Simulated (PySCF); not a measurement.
```xyz
2

B     0.0000    0.0000   -1.6286
Se    0.0000    0.0000    0.2244
```

The calculation used PySCF, PBE0/6-31G(d,p), non-relativistic, at a bond length of 1.853 Å.

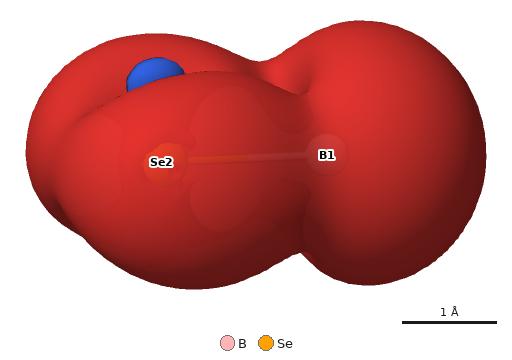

BSe (charge +1, triplet). Isosurfaces of the spin density at +0.015 (red) and −0.015 e/Å³ (blue), seen from one side.

Question: Where is the unpaired spin?

Answer: The unpaired spin (2 electrons) lies mostly on B1 (about 1.1) and Se2 (about 0.9), in electrons by Hirshfeld's partition.
